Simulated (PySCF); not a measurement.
```xyz
2

Ge    0.0000    0.0000   -0.3172
O     0.0000    0.0000    1.4658
```

Method: PySCF, PBE0/def2-SVP, non-relativistic Hamiltonian with scalar-relativistic core potentials where named, at a bond length of 1.783 Å.

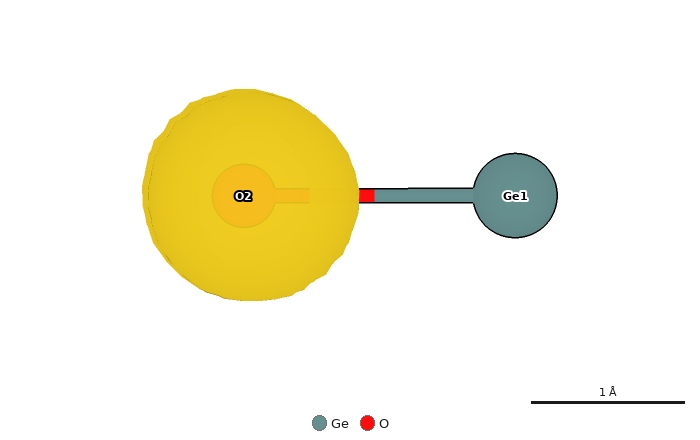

GeO (charge +1, doublet). Isosurfaces of the spin density at +0.08 (yellow) and −0.08 e/Å³ (cyan), seen from one side.

> Describe the spin distribution.

The unpaired spin (1 electron) lies mostly on O2 (about 0.9), in electrons by Hirshfeld's partition. Only one sign reaches the isovalue.
